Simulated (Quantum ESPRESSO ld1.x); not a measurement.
# Atomic calculation for Co

The neutral cobalt atom in the configuration [Ne] 3s2 3p5 3d8 4s2 (open shells shared over both j by 2j + 1). Computed at this level: Dirac Kohn-Sham, BLYP, spin-unpolarised, spherical densities, point nucleus (Quantum ESPRESSO ld1.x 7.5).

**The input**
```
 &input
    atom='Co',
    iswitch=1,
    rel=2,
    dft='BLYP',
    config='[Ne] 3s2 3p5 3d8 4s2',
    rel_dist='average',
    verbosity='high',
    lsmall=.true.,
    prefix='ld1',
    max_out_wfc=37,
    file_charge='ld1.rho',
 /
```

Hardware: 1 CPU thread, shared host.

**The program's output**
```
     Program LD1 v.7.5 starts

     --------------------------- All-electron run ----------------------------

     dirac relativistic calculation

     atomic number is 27.00
     dft =BLYP   lsd =0 sic =0 latt =0  beta=0.20 tr2=1.0E-14
     Exchange-correlation= BLYP
                           (   1   3   1   3   0   0   0)
     mesh =1989 r(mesh) = 100.29974 a.u. xmin = -8.00 dx = 0.00800
     1 Ry =  13.60569312 eV, c = 137.03599908

     n l j   nl                  e(Ry)          e(Ha)          e(eV)
     Spin orbit split results
     1 0 0.5 1S 1( 2.00)    -558.517134297    -279.258567149  -7599.0127332
     2 0 0.5 2S 1( 2.00)     -66.200896238     -33.100448119   -900.7090787
     2 1 0.5 2P 1( 2.00)     -57.492039263     -28.746019631   -782.2190432
     2 1 1.5 2P 1( 4.00)     -56.398875850     -28.199437925   -767.3457973
     3 0 0.5 3S 1( 2.00)      -7.580993030      -3.790496515   -103.1446647
     3 1 0.5 3P 1( 1.67)      -4.976274490      -2.488137245    -67.7056636
     3 1 1.5 3P 1( 3.33)      -4.838626635      -2.419313317    -65.8328691
     3 2 1.5 3D 1( 3.20)      -0.659852031      -0.329926016     -8.9777442
     3 2 2.5 3D 1( 4.80)      -0.645343515      -0.322671757     -8.7803458
     4 0 0.5 4S 1( 2.00)      -0.401384226      -0.200692113     -5.4611106
     Averaged results
     1 0     1S 1( 2.00)    -558.517134297    -279.258567149  -7599.0127332
     2 0     2S 1( 2.00)     -66.200896238     -33.100448119   -900.7090787
     2 1     2P 1( 6.00)     -56.763263654     -28.381631827   -772.3035459
     3 0     3S 1( 2.00)      -7.580993030      -3.790496515   -103.1446647
     3 1     3P 1( 5.00)      -4.884509253      -2.442254627    -66.4571340
     3 2     3D 1( 8.00)      -0.651146921      -0.325573461     -8.8593052
     4 0     4S 1( 2.00)      -0.401384226      -0.200692113     -5.4611106

     final scf error:  8.9E-15 reached in  32 iterations

     Etot =   -2782.810559 Ry,   -1391.405280 Ha,  -37862.066487 eV

     Ekin =    2824.712759 Ry,    1412.356379 Ha,   38432.174958 eV
     Encl =   -6670.640172 Ry,   -3335.320086 Ha,  -90758.683116 eV
     Eh   =    1182.176911 Ry,     591.088456 Ha,   16084.336269 eV
     Exc  =    -119.060057 Ry,     -59.530028 Ha,   -1619.894598 eV

     normalization and overlap integrals

     s(1S/1S) =  1.000000  <r> =   0.0562  <r2> =    0.0042  r(max) =   0.0367
     LC norm =  0.99054759 + SC norm =  0.00945241 =  1.00000000
     s(1S/2S) =  0.000000
     s(1S/3S) = -0.000000
     s(1S/4S) =  0.000000
     s(2S/2S) =  1.000000  <r> =   0.2552  <r2> =    0.0769  r(max) =   0.2136
     LC norm =  0.99824526 + SC norm =  0.00175474 =  1.00000000
     s(2S/3S) =  0.000000
     s(2S/4S) = -0.000000
     s(2P/2P) =  1.000000  <r> =   0.2226  <r2> =    0.0610  r(max) =   0.1707
     LC norm =  0.99826037 + SC norm =  0.00173963 =  1.00000000
     s(2P/3P) =  0.000000
     s(2P/2P) =  1.000000  <r> =   0.2258  <r2> =    0.0626  r(max) =   0.1721
     LC norm =  0.99828621 + SC norm =  0.00171379 =  1.00000000
     s(2P/3P) =  0.000000
     s(3S/3S) =  1.000000  <r> =   0.7722  <r2> =    0.6890  r(max) =   0.6651
     LC norm =  0.99961400 + SC norm =  0.00038600 =  1.00000000
     s(3S/4S) =  0.000000
     s(3P/3P) =  1.000000  <r> =   0.8070  <r2> =    0.7692  r(max) =   0.6704
     LC norm =  0.99965601 + SC norm =  0.00034399 =  1.00000000
     s(3P/3P) =  1.000000  <r> =   0.8168  <r2> =    0.7879  r(max) =   0.6812
     LC norm =  0.99966249 + SC norm =  0.00033751 =  1.00000000
     s(3D/3D) =  1.000000  <r> =   1.0479  <r2> =    1.4780  r(max) =   0.6598
     LC norm =  0.99978191 + SC norm =  0.00021809 =  1.00000000
     s(3D/3D) =  1.000000  <r> =   1.0549  <r2> =    1.4994  r(max) =   0.6651
     LC norm =  0.99978383 + SC norm =  0.00021617 =  1.00000000
     s(4S/4S) =  1.000000  <r> =   2.8746  <r2> =    9.6766  r(max) =   2.2800
     LC norm =  0.99996686 + SC norm =  0.00003314 =  1.00000000

     LC charge = 26.96297914 + SC charge =  0.03702086 = 27.00000000

     ------------------------ End of All-electron run ------------------------
```

**Orbitals**

| orbital | occupation | energy (eV) | ⟨r⟩ (bohr) | outer maximum (bohr) |
| --- | --- | --- | --- | --- |
| 1s | 2 | −7599.0 | 0.05618 | 0.0367 |
| 2s | 2 | −900.709 | 0.2552 | 0.214 |
| 2p1/2 | 2 | −782.219 | 0.2226 | 0.171 |
| 2p3/2 | 4 | −767.346 | 0.2258 | 0.172 |
| 3s | 2 | −103.145 | 0.7722 | 0.665 |
| 3p1/2 | 1.667 | −67.706 | 0.8070 | 0.670 |
| 3p3/2 | 3.333 | −65.833 | 0.8168 | 0.681 |
| 3d3/2 | 3.2 | −8.978 | 1.048 | 0.660 |
| 3d5/2 | 4.8 | −8.780 | 1.055 | 0.665 |
| 4s | 2 | −5.461 | 2.875 | 2.28 |

**Slater integrals of the outer shells (hartree)**

```
       integral   value
F0(4s1/2,4s1/2)  0.3153
F0(4s1/2,3d5/2)  0.4045
G2(4s1/2,3d5/2)  0.0480
F0(4s1/2,3d3/2)  0.4048
G2(4s1/2,3d3/2)  0.0474
F0(4s1/2,3p3/2)  0.4140
G1(4s1/2,3p3/2)  0.0211
F0(3d5/2,3d5/2)  0.8942
F2(3d5/2,3d5/2)  0.4035
F4(3d5/2,3d5/2)  0.2492
F0(3d5/2,3d3/2)  0.8970
F2(3d5/2,3d3/2)  0.4049
F4(3d5/2,3d3/2)  0.2501
G0(3d5/2,3d3/2)  0.8961
```

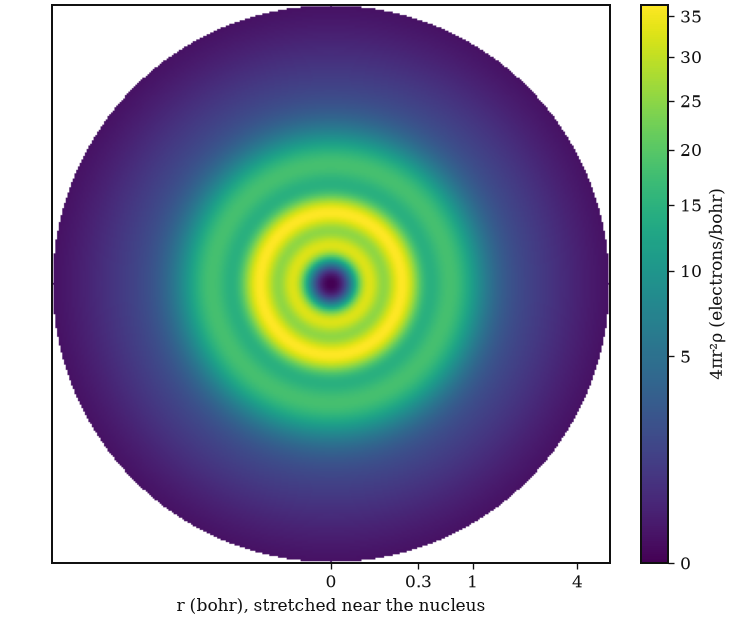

Figure 1. The radial density 4πr²ρ as a disc about the nucleus, with the radius drawn as r to the power 0.4. There are 3 maxima, at r = 0.0392, 0.179 and 0.655 bohr, parted by minima at 0.0858 and 0.422 bohr, inside which lie 2.1 and 10.8 electrons. The configuration has 4 principal shells, so not every shell has a maximum of its own.

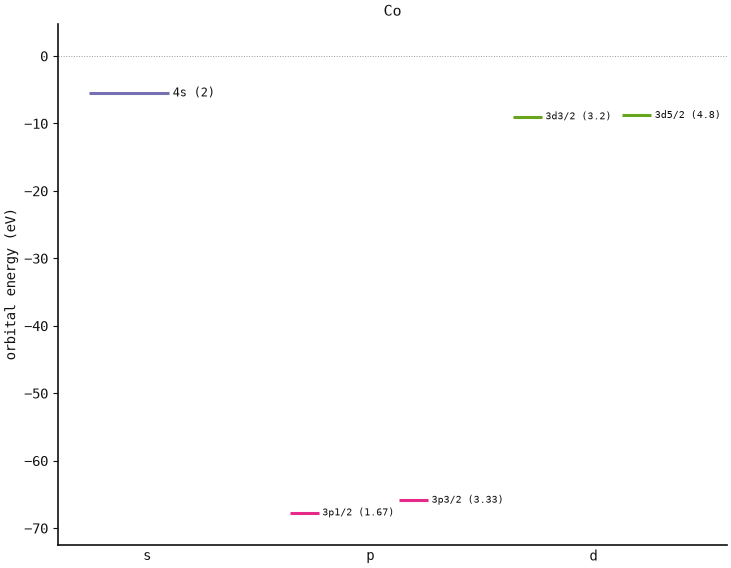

Figure 2. The outer levels are drawn by angular momentum (occupations in brackets, the lower j at the left of each column). The highest occupied level is 4s at −5.46 eV. From the top down the occupied levels run 4s (−5.46 eV), 3d5/2 (−8.78 eV), 3d3/2 (−8.98 eV), 3p3/2 (−65.8 eV), 3p1/2 (−67.7 eV). Spin-orbit splittings: 3d 0.197 eV, 3p 1.87 eV. The open 3p and 3d shells lie under a filled one.

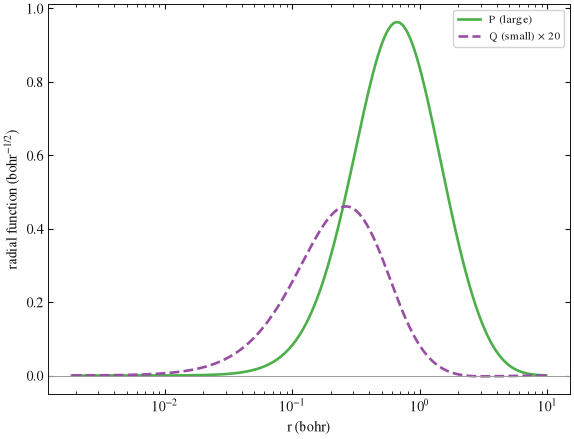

Figure 3. The large and small radial components of the 3d3/2 spinor. The spinor has κ = 2: the large component has l = 2 and 0 radial nodes, the small one has l = 1. The small component carries 0.022 % of the norm; ⟨r⟩ = 1.05 bohr and the eigenvalue is −8.98 eV.

**Summary**

- outcome: converged
- total energy: −1391.4053 hartree
- kinetic energy: 1412.3564 hartree
- electron–nucleus energy: −3335.3201 hartree
- Hartree energy: 591.088456 hartree
- exchange–correlation energy: −59.530029 hartree
- radius at density 0.001 e/bohr³: 4.37 bohr
- SCF iterations: 32
- wall time: 1.1 s
